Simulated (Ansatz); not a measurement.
**YbAl3 (Pm-3m): from the cell to its phonons**

Wanted: phonon frequencies of YbAl3 (Pm-3m) and what follows from them.

Calculated with Ansatz 0.2.0; DFT PBEsol, scalar-relativistic, plane waves, PAW.

## Step 1: The starting structure

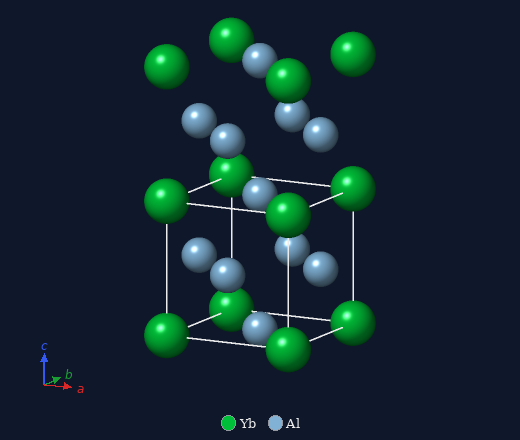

The cell as given, from a free direction (ytterbium green, aluminium light blue). 1×1×2 cells are drawn. Some periodic images of atoms are drawn too.

Structure file:

```cif
data_structure
_symmetry_space_group_name_H-M 'P 1'
_symmetry_Int_Tables_number 1
_cell_length_a 4.2921
_cell_length_b 4.2921
_cell_length_c 4.2921
_cell_angle_alpha 90.000
_cell_angle_beta 90.000
_cell_angle_gamma 90.000
_cell_volume 79.07
loop_
_atom_site_label
_atom_site_type_symbol
_atom_site_fract_x
_atom_site_fract_y
_atom_site_fract_z
_atom_site_occupancy
Yb1 Yb 0.00000 0.00000 0.00000 1
Al2 Al 0.00000 0.50000 0.50000 1
Al3 Al 0.50000 0.50000 0.00000 1
Al4 Al 0.50000 0.00000 0.50000 1
```

## Step 2: Bringing the structure to rest

Harmonic phonons are second derivatives at a point where the forces vanish, and they are wanted at zero stress, so atoms and cell are relaxed first.

File input.yaml:

```yaml
crystal:
  lattice:
    - [4.2921, 0.0, 0.0]
    - [0.0, 4.2921, 0.0]
    - [0.0, 0.0, 4.2921]
  atoms:
    - { symbol: Yb, position: [0.0, 0.0, 0.0] }
    - { symbol: Al, position: [0.0, 0.5, 0.5] }
    - { symbol: Al, position: [0.5, 0.5, 0.0] }
    - { symbol: Al, position: [0.5, 0.0, 0.5] }
kpoints:
  mp_grid: { grid: [10, 10, 10] }
hamiltonian:
  xc: pbesol
scf:
  occupations: { method: gaussian, width: 0.1 }
output:
  forces: true
  stress: true
  eigenvalues: true
relax:
  adjacent_minimum: "off"
  f_tol: 0.005
  max_steps: 80
  cell: { stress_tol: 0.05 }
```

Started as:

```
ansatz run input.yaml --threads 4 --pin off --max-ram 14336MiB --backend cpu --events-out ev --progress --plain --runs-dir out
```

Numbers of over 12 decimals in the logs are rounded to 6 here.

What it wrote:

```text
Engine: ansatz 0.2.0, aarch64-unknown-linux-gnu
Pseudopotentials: kind: paw
Pseudopotential: Yb, paw, valence charge 24, recommended cutoff 420 eV (normal), Yb.paw.azcp
Pseudopotential: Al, paw, valence charge 3, recommended cutoff 420 eV (normal), Al.paw.azcp
Functional definition: PBEsol
  exchange = pbesol_x
  correlation = pbesol_c
Crystal: 4 atoms, lattice volume = 79.070 Å³
Basis set: ecut = 420 eV, 1551 PW (Γ), exchange–correlation on 60×60×60 points (8 copies of the dense FFT grid, shifted against one another)
Bands: 21, of which v1, the nominal top of the filled ones, is band 17 counted from 1 (16 counted from 0)
Symmetry: 48 space group operations
Space group: Pm-3m (ITA 221), of the structure as read, at distance tolerance 4.3e-5 Å
k-points: 56 of 1000
Non-local potential: Yb, projectors of the file, l = 0: 3, l = 1: 2, l = 2: 2, l = 3: 3
Non-local potential: Al, projectors of the file, l = 0: 2, l = 1: 2, l = 2: 1
PAW form: soft (Blöchl's): semilocal exchange-correlation on the pseudo side does not see the compensation charge
PAW frozen core: Yb, regenerated for the run's functional, and the local potential with it (the file was generated under x = pbe(κ = 0.804, μ = 0.219515), c = pbe(β = 0.066725))
PAW frozen core: Al, regenerated for the run's functional, and the local potential with it (the file was generated under x = pbe(κ = 0.804, μ = 0.219515), c = pbe(β = 0.066725))
PAW one-centre angular grid: Yb, 590 points (default); XC on 64 Gauss nodes
PAW one-centre angular grid: Al, 110 points (default); XC on 64 Gauss nodes
Initial density: superposition of atomic densities (neutral atoms: chi_scale 0, normalization atom), corrected by the library's trained network
Initial wavefunctions: pseudopotential atomic-orbital guess
Functional: x = pbesol(κ = 0.804, μ = 0.123457), c = pbesol(β = 0.046)
SCF iter   1: F=—  HF=-15251.566617 eV  |F-HF|=—  |Δ(HF+E_count)|=         —  Δρ=1.15e-2  dr2=1.22e-1  ethr=1.77e-3  ⟨swp⟩=6.5  Hψ=6431  notcnv=0
preconditioner: auto → Kerker (q_TF=auto, 2.359 Å⁻¹)  [metal: Δε(μ)=0.013 eV  Ē_g=4.266 eV  σ=0.100 eV  W_gap=0.08  n_scr=18 (ndim 8)  ℏωp=20.9 eV  f_vac=0.000  D(μ)=2.40/eV (n_scr^D=18)]
SCF iter   2: F=—  HF=-15251.559205 eV  |F-HF|=—  |Δ(HF+E_count)|=   7.41e-3  Δρ=4.24e-3  dr2=2.24e-2  ethr=3.69e-4  ⟨swp⟩=1.5  Hψ=1661  notcnv=0  defer=1
SCF iter   3: F=—  HF=-15251.556567 eV  |F-HF|=—  |Δ(HF+E_count)|=   2.64e-3  Δρ=1.74e-3  dr2=4.68e-3  ethr=6.78e-5  ⟨swp⟩=1.5  Hψ=1480  notcnv=0  defer=1
SCF iter   4: F=—  HF=-15251.556004 eV  |F-HF|=—  |Δ(HF+E_count)|=   5.63e-4  Δρ=3.74e-4  dr2=1.91e-4  ethr=1.42e-5  ⟨swp⟩=1.7  Hψ=1434  notcnv=0  defer=1
SCF iter   5: F=—  HF=-15251.555996 eV  |F-HF|=—  |Δ(HF+E_count)|=   8.14e-6  Δρ=1.46e-4  dr2=1.22e-5  ethr=5.79e-7  ⟨swp⟩=2.0  Hψ=1944  notcnv=0  defer=1
SCF iter   6: F=—  HF=-15251.556030 eV  |F-HF|=—  |Δ(HF+E_count)|=   3.43e-5  Δρ=7.79e-5  dr2=4.54e-6  ethr=3.70e-8  ⟨swp⟩=2.2  Hψ=1815  notcnv=0  defer=1
SCF iter   7: F=—  HF=-15251.556029 eV  |F-HF|=—  |Δ(HF+E_count)|=   1.30e-6  Δρ=1.66e-5  dr2=2.00e-7  ethr=1.38e-8  ⟨swp⟩=2.0  Hψ=1537  notcnv=0  defer=1
SCF iter   8: F=-15251.556029 eV  HF=-15251.556029 eV  |F-HF|=3.45e-8  |Δ(HF+E_count)|=   1.32e-7  Δρ=1.22e-6  dr2=2.00e-9  ethr=3.03e-10  ⟨swp⟩=8.2  Hψ=6482  notcnv=0
SCF 1 converged in 8 iterations: F = -15251.556029 eV  dr2 = 2.00e-9
  greatest PAW one-centre occupation: 0.997 electrons in one spin orbital (limit 2), on the Yb atom at site 0 (counted from 0), in its partial waves of l = 0
relax step   1: F+E_penalty+E_count = -15251.55602860 eV  Δ(F+E_penalty+E_count) = +0.000e0 eV  max|allowed force component| = 2.810e-30 eV/Å  Δτ_max = 0.0000 Å  P = -5.129 GPa  Ω = 79.070 Å³  (8 SCF iters, dr2 threshold 1.00e-7 eV, accepted)
Crystal: 4 atoms, lattice volume = 70.069 Å³
Basis set: ecut = 420 eV, 1357 PW (Γ), exchange–correlation on 60×60×60 points (8 copies of the dense FFT grid, shifted against one another)
Initial density: handed on by an earlier stage of this run
Initial wavefunctions: those handed on with the density
SCF iter   1: F=—  HF=-15251.773974 eV  |F-HF|=—  |Δ(HF+E_count)|=         —  Δρ=6.42e-2  dr2=2.50e0  ethr=3.10e-3  ⟨swp⟩=6.9  Hψ=6328  notcnv=0
preconditioner: auto → Kerker (q_TF=auto, 2.407 Å⁻¹)  [metal: Δε(μ)=0.009 eV  Ē_g=8.485 eV  σ=0.100 eV  W_gap=0.05  n_scr=18 (ndim 8)  ℏωp=24.7 eV  f_vac=0.000  D(μ)=4.97/eV (n_scr^D=56)]
SCF iter   2: F=—  HF=-15251.665430 eV  |F-HF|=—  |Δ(HF+E_count)|=   1.09e-1  Δρ=2.68e-2  dr2=4.56e-1  ethr=3.10e-3  ⟨swp⟩=1.7  Hψ=1721  notcnv=0
SCF iter   3: F=—  HF=-15251.637219 eV  |F-HF|=—  |Δ(HF+E_count)|=   2.82e-2  Δρ=9.09e-3  dr2=5.98e-2  ethr=1.38e-3  ⟨swp⟩=1.2  Hψ=1174  notcnv=0  defer=1
SCF iter   4: F=—  HF=-15251.633795 eV  |F-HF|=—  |Δ(HF+E_count)|=   3.42e-3  Δρ=2.42e-3  dr2=5.32e-3  ethr=1.81e-4  ⟨swp⟩=1.1  Hψ=1167  notcnv=0  defer=3
SCF iter   5: F=—  HF=-15251.633435 eV  |F-HF|=—  |Δ(HF+E_count)|=   3.60e-4  Δρ=2.97e-4  dr2=1.01e-4  ethr=1.61e-5  ⟨swp⟩=1.5  Hψ=1352  notcnv=0  defer=3
SCF iter   6: F=—  HF=-15251.633358 eV  |F-HF|=—  |Δ(HF+E_count)|=   7.66e-5  Δρ=4.55e-4  dr2=1.42e-4  ethr=3.07e-7  ⟨swp⟩=2.0  Hψ=2103  notcnv=0  defer=3
SCF iter   7: F=—  HF=-15251.633438 eV  |F-HF|=—  |Δ(HF+E_count)|=   7.96e-5  Δρ=4.10e-5  dr2=3.00e-6  ethr=3.07e-7  ⟨swp⟩=1.0  Hψ=1164  notcnv=0  defer=3
SCF iter   8: F=—  HF=-15251.633431 eV  |F-HF|=—  |Δ(HF+E_count)|=   6.53e-6  Δρ=8.05e-5  dr2=4.55e-6  ethr=1.21e-9  ⟨swp⟩=9.2  Hψ=7665  notcnv=0
SCF iter   9: F=-15251.633431 eV  HF=-15251.633431 eV  |F-HF|=8.05e-9  |Δ(HF+E_count)|=   3.32e-7  Δρ=2.90e-6  dr2=6.18e-9  ethr=1.21e-9  ⟨swp⟩=4.0  Hψ=4897  notcnv=0
SCF 2 converged in 9 iterations: F = -15251.633431 eV  dr2 = 6.18e-9
relax step   2: F+E_penalty+E_count = -15251.63343113 eV  Δ(F+E_penalty+E_count) = -7.740e-2 eV  max|allowed force component| = 2.732e-31 eV/Å  Δτ_max = 0.0000 Å  P = +3.377 GPa  Ω = 70.069 Å³  energy of the carried Pulay correction = +2.208e-3 eV  (9 SCF iters, dr2 threshold 4.00e-7 eV, accepted)
Crystal: 4 atoms, lattice volume = 73.385 Å³
Basis set: ecut = 420 eV, 1365 PW (Γ), exchange–correlation on 60×60×60 points (8 copies of the dense FFT grid, shifted against one another)
iter 1 solved again at ethr=6.15e-4 eV; its pass at ethr=3.10e-3 eV (dr2=2.03e-1 eV) is discarded
SCF iter   1: F=—  HF=-15251.681708 eV  |F-HF|=—  |Δ(HF+E_count)|=         —  Δρ=1.80e-2  dr2=2.04e-1  ethr=6.15e-4  ⟨swp⟩=1.0  Hψ=7802  notcnv=0
preconditioner: auto → Kerker (q_TF=auto, 2.388 Å⁻¹)  [metal: Δε(μ)=0.038 eV  Ē_g=8.663 eV  σ=0.100 eV  W_gap=0.21  n_scr=18 (ndim 8)  ℏωp=24.1 eV  f_vac=0.000  D(μ)=2.19/eV (n_scr^D=18)]
SCF iter   2: F=—  HF=-15251.663801 eV  |F-HF|=—  |Δ(HF+E_count)|=   1.79e-2  Δρ=5.07e-3  dr2=1.68e-2  ethr=6.15e-4  ⟨swp⟩=1.6  Hψ=1260  notcnv=0
SCF iter   3: F=—  HF=-15251.661651 eV  |F-HF|=—  |Δ(HF+E_count)|=   2.15e-3  Δρ=9.68e-4  dr2=8.46e-4  ethr=5.10e-5  ⟨swp⟩=1.5  Hψ=1314  notcnv=0
SCF iter   4: F=—  HF=-15251.661513 eV  |F-HF|=—  |Δ(HF+E_count)|=   1.38e-4  Δρ=3.88e-4  dr2=1.04e-4  ethr=2.56e-6  ⟨swp⟩=2.2  Hψ=1902  notcnv=0
SCF iter   5: F=—  HF=-15251.661630 eV  |F-HF|=—  |Δ(HF+E_count)|=   1.17e-4  Δρ=1.32e-4  dr2=1.43e-5  ethr=3.15e-7  ⟨swp⟩=2.1  Hψ=2029  notcnv=0
SCF iter   6: F=—  HF=-15251.661626 eV  |F-HF|=—  |Δ(HF+E_count)|=   4.60e-6  Δρ=1.64e-4  dr2=1.83e-5  ethr=4.32e-8  ⟨swp⟩=2.1  Hψ=2020  notcnv=0
SCF iter   7: F=—  HF=-15251.661624 eV  |F-HF|=—  |Δ(HF+E_count)|=   1.74e-6  Δρ=6.39e-5  dr2=2.58e-6  ethr=4.32e-8  ⟨swp⟩=1.0  Hψ=1184  notcnv=0
SCF iter   8: F=—  HF=-15251.661623 eV  |F-HF|=—  |Δ(HF+E_count)|=   3.90e-7  Δρ=1.68e-6  dr2=1.39e-9  ethr=1.21e-9  ⟨swp⟩=6.1  Hψ=5549  notcnv=0
SCF iter   9: F=-15251.661623 eV  HF=-15251.661623 eV  |F-HF|=2.33e-9  |Δ(HF+E_count)|=   6.19e-8  Δρ=1.37e-6  dr2=1.24e-9  ethr=4.21e-12  ⟨swp⟩=5.7  Hψ=5161  notcnv=0
SCF 3 converged in 9 iterations: F = -15251.661623 eV  dr2 = 1.24e-9
relax step   3: F+E_penalty+E_count = -15251.66162336 eV  Δ(F+E_penalty+E_count) = -2.819e-2 eV  max|allowed force component| = 2.909e-30 eV/Å  Δτ_max = 0.0000 Å  P = -0.419 GPa  Ω = 73.385 Å³  energy of the carried Pulay correction = +1.364e-3 eV  (9 SCF iters, dr2 threshold 4.00e-7 eV, accepted)
[...]
relax step   4: F+E_penalty+E_count = -15251.66225236 eV  Δ(F+E_penalty+E_count) = -6.290e-4 eV  max|allowed force component| = 1.072e-30 eV/Å  Δτ_max = 0.0000 Å  P = -0.027 GPa  Ω = 73.003 Å³  energy of the carried Pulay correction = +1.460e-3 eV  (6 SCF iters, dr2 threshold 4.00e-7 eV, accepted)
Initial wavefunctions: pseudopotential atomic-orbital guess (no wavefunctions were taken with the density)
iter 1 solved again at ethr=3.07e-7 eV; its pass at ethr=3.10e-3 eV (dr2=1.01e-4 eV) is discarded
SCF iter   1: F=—  HF=-15251.661148 eV  |F-HF|=—  |Δ(HF+E_count)|=         —  Δρ=3.90e-5  dr2=1.55e-7  ethr=3.07e-7  ⟨swp⟩=3.5  Hψ=9864  notcnv=0
preconditioner: auto → Kerker (q_TF=auto, 2.390 Å⁻¹)  [metal: Δε(μ)=0.014 eV  Ē_g=8.569 eV  σ=0.100 eV  W_gap=0.08  n_scr=18 (ndim 8)  ℏωp=24.2 eV  f_vac=0.000  D(μ)=2.32/eV (n_scr^D=18)]
SCF iter   2: F=—  HF=-15251.661233 eV  |F-HF|=—  |Δ(HF+E_count)|=   8.49e-5  Δρ=3.27e-5  dr2=4.31e-7  ethr=4.71e-10  ⟨swp⟩=3.1  Hψ=2720  notcnv=0
SCF iter   3: F=—  HF=-15251.661233 eV  |F-HF|=—  |Δ(HF+E_count)|=   1.30e-7  Δρ=1.10e-5  dr2=8.67e-8  ethr=4.71e-10  ⟨swp⟩=2.0  Hψ=2097  notcnv=0
SCF iter   4: F=—  HF=-15251.661233 eV  |F-HF|=—  |Δ(HF+E_count)|=   1.53e-8  Δρ=2.97e-6  dr2=6.42e-9  ethr=2.63e-10  ⟨swp⟩=2.0  Hψ=1576  notcnv=0
SCF iter   5: F=—  HF=-15251.661233 eV  |F-HF|=—  |Δ(HF+E_count)|=   1.26e-9  Δρ=5.05e-7  dr2=4.56e-11  ethr=1.94e-11  ⟨swp⟩=2.6  Hψ=2102  notcnv=0
SCF iter   6: F=-15251.661233 eV  HF=-15251.661233 eV  |F-HF|=3.64e-12  |Δ(HF+E_count)|=  6.37e-11  Δρ=1.05e-7  dr2=5.94e-12  ethr=1.00e-12  ⟨swp⟩=5.9  Hψ=5391  notcnv=0
SCF 5 converged in 6 iterations: F = -15251.661233 eV  dr2 = 5.94e-12
relax step   5: F+E_penalty+E_count = -15251.66123322 eV  Δ(F+E_penalty+E_count) = +1.019e-3 eV  max|allowed force component| = 6.677e-31 eV/Å  Δτ_max = 0.0000 Å  P = -0.050 GPa  Ω = 73.003 Å³  stress off target by 4.95e-2 GPa  SCF on the basis re-selected at this cell (its energy is not comparable with the rows above)  (6 SCF iters)
basis re-selected at this cell: Δ(F+E_penalty+E_count) = +1.019e-3 eV, ΔP = -0.022 GPa vs the last step (what re-selecting the basis moved, of the pressure what is left beyond the Pulay correction that the steps carried, after the strain that the cell walked since its last selection, with what the two solves' SCF thresholds leave and, on support functions, any second-order correction that the steps lacked; it is no m [...]
SCF converged after 6 iterations
Free energy (F): -15251.661233 eV
Harris-Foulkes:  -15251.661233 eV  (|F-HF|=3.64e-12)
Internal energy: -15251.649653 eV  (E = F + TS)
E sigma→0 (E₀):  -15251.655443 eV
Entropy (-TS):   -0.011581 eV (-2.895 meV/atom)
Fermi energy:    10.265096 eV
--- Per-component energies (eV) ---
  E_band       = 50.667748
  E_kinetic    = 436.626852
  E_local      = -7113.284814  (includes V_loc(G=0)·N_el)
  E_nonlocal   = 565.352585
  E_hartree    = 3169.815949
  E_xc         = -285.902697
  E_vxc        = -297.680871  (∫ρ·V_xc dr)
  E_paw        = -8590.403415  (= ΣΔE_a)
  E_vpaw       = 120.021895  (= ΣTr[D̂ρ^β])
  E_aug_tail   = -0.000005  (compensation charges beyond the density's cutoff)
  E_ewald      = -3435.040720
  E_core_change = 1.186611  (= ΣΔE_core)
  E_smearing   = -0.011581  (= −TS)
  E_closure    = 0.000000  (closes the sum)
  Σ components = -15251.661233   (vs F -15251.661233, Δ=0.00e0)
--- Forces (eV/Å), atoms counted from 1 ---
  atom   1  Yb    -0.00000000     0.00000000    -0.00000000
  atom   2  Al     0.00000000     0.00000000    -0.00000000
  atom   3  Al     0.00000000    -0.00000000     0.00000000
  atom   4  Al     0.00000000     0.00000000     0.00000000
  max |Σ_I F_I| component: 7.48e-31 eV/Å
--- Stress (GPa, compression-positive) ---
       -0.049522      -0.000000       0.000000
       -0.000000      -0.049522      -0.000000
        0.000000      -0.000000      -0.049522
  P = ⅓ Tr σ = -0.0495 GPa (-0.495 kbar)
--- Band table (eV; the first three rows and the last of 56) ---
  k-point 0: bands = [... 13 lower, 9.8337, 10.0824, 10.0824, 10.0824, 11.9096, 13.0163, 13.0163, 13.0163]
  k-point 1: bands = [... 13 lower, 9.8316, 10.0631, 10.0631, 10.1176, 12.3673, 12.8152, 12.8152, 13.0699]
  k-point 2: bands = [... 13 lower, 9.8261, 10.0075, 10.0075, 10.3406, 12.4737, 12.4737, 13.2203, 13.3965]
  k-point 55: bands = [... 13 lower, 9.8298, 9.8671, 9.8671, 9.8671, 9.9025, 11.5621, 15.6272, 15.6272]
--- Relaxed structure (4 steps of the walk, 4 accepted, 1 SCFs on fresh bases) ---
  F+E_penalty+E_count = -15251.66123322 eV   max|allowed force component| = 6.677e-31 eV/Å   (the final SCF, on the basis selected at the relaxed cell)
  cell:  # Å, volume = 73.0033 Å³
    - [4.179402, 0, 0]
    - [0, 4.179402, 0]
    - [0, 0, 4.179402]
  atoms:
    - { symbol: Yb, position: [0, 0, 0] }
    - { symbol: Al, position: [0, 0.5, 0.5] }
    - { symbol: Al, position: [0.5, 0.5, 0] }
    - { symbol: Al, position: [0.5, 0, 0.5] }
```

Wall time 7.1 s (4 threads of Arm Neoverse V2, shared host); peak memory 0.43 GiB; 26 s of CPU time.

Relaxation path:

```tsv
step	energy less that of the first step (eV)	largest force component (eV/Å)	pressure (GPa)	volume (Å³)
1	0.0000	0.0000	-5.13	79.07
2	-0.0774	0.0000	3.38	70.07
3	-0.1056	0.0000	-0.42	73.38
4	-0.1062	0.0000	-0.03	73.00
5*	-0.1052	0.0000	-0.05	73.00
```

Relaxation steps marked * repeat the geometry before them on a plane-wave basis chosen anew for their cell, so energy and pressure can jump there.

The run keeps the 48 symmetry operations that it works with, so distortions that break them were not tested.

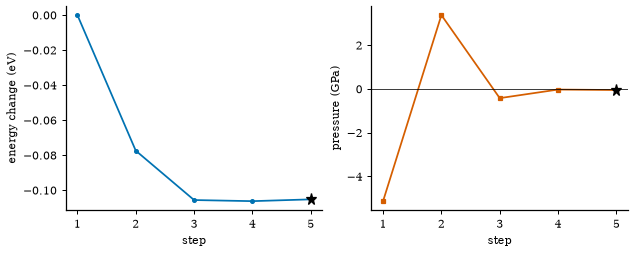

Energy and pressure along the relaxation. Stars mark steps on a basis chosen anew.

```tsv
conventional cell, symmetrised	before	after	change
a (Å)	4.292	4.179	-2.6 %
b (Å)	4.292	4.179	-2.6 %
c (Å)	4.292	4.179	-2.6 %
volume (Å³/atom)	19.77	18.25	-7.7 %
```

This step gave:

- pressure: -0.04952 GPa
- volume per atom: 18.25 Å³
- gap on the k-mesh: 0 eV

In this step the volume went from 19.77 to 18.25 Å³/atom.

## Step 3: Tight relaxation

Phonons need a cell at rest on their own settings, so the relaxation is repeated with tight tolerances on forces and stress on the k mesh and occupations of the first response run.

File input.yaml:

```yaml
crystal:
  lattice:
    - [4.1794021647, 0.0, 0.0]
    - [0.0, 4.1794021647, 0.0]
    - [0.0, 0.0, 4.1794021647]
  atoms:
    - { symbol: Yb, position: [0.0, 0.0, 0.0] }
    - { symbol: Al, position: [0.0, 0.5, 0.5] }
    - { symbol: Al, position: [0.5, 0.5, 0.0] }
    - { symbol: Al, position: [0.5, 0.0, 0.5] }
kpoints:
  mp_grid: { grid: [12, 12, 12] }
hamiltonian:
  xc: pbesol
scf:
  occupations: { method: methfessel_paxton, width: 0.2 }
output:
  forces: true
  stress: true
  eigenvalues: true
relax:
  adjacent_minimum: "off"
  f_tol: 0.001
  max_steps: 60
  cell: { stress_tol: 0.01 }
```

What it wrote:

```text
[...]
Crystal: 4 atoms, lattice volume = 73.003 Å³
Basis set: ecut = 420 eV, 1365 PW (Γ), exchange–correlation on 60×60×60 points (8 copies of the dense FFT grid, shifted against one another)
Bands: 21, of which v1, the nominal top of the filled ones, is band 17 counted from 1 (16 counted from 0)
Symmetry: 48 space group operations
[...]
k-points: 84 of 1728
[...]
k-point 83: bands = [... 13 lower, 10.0035, 10.0336, 10.0336, 10.0336, 10.0773, 11.6173, 15.7045, 15.7045]
--- Relaxed structure (3 steps of the walk, 3 accepted, 1 SCFs on fresh bases) ---
[...]
cell:  # Å, volume = 72.7972 Å³
    - [4.175466, 0, 0.0]
    - [0, 4.175466, 0]
    - [0, 0, 4.175466]
  atoms:
    - { symbol: Yb, position: [0, 0, 0] }
    - { symbol: Al, position: [0, 0.5, 0.5] }
    - { symbol: Al, position: [0.5, 0.5, 0] }
    - { symbol: Al, position: [0.5, 0, 0.5] }
[key lines of the parts left out:]
SCF converged after 7 iterations
Free energy (F): -15251.640689 eV
Fermi energy:    10.252956 eV
P = ⅓ Tr σ = -0.0016 GPa (-0.016 kbar)
```

Elapsed: 7.4 s, on 4 threads; peak memory 0.43 GiB.

Little changed from the start: no atom moved by 0.005 Å and no cell edge by 0.1 %.

Numbers from this step:

* pressure: -0.001558 GPa
* volume per atom: 18.20 Å³

The forces vanish by symmetry and the pressure is -0.002 GPa, within the tolerances set. The cell now holds 18.20 Å³/atom.

(Part 1 of 2 ends here.)

[Logs are printed without paths, hosts, clocks, repeated set-up lines and the standing remarks that a program may print on its own settings, such as how far it seeks lower states.]

[Hosts, paths, dates, database ids (printed as entryN), source tags and the programs' standing remarks are cut or masked in the printed files.]
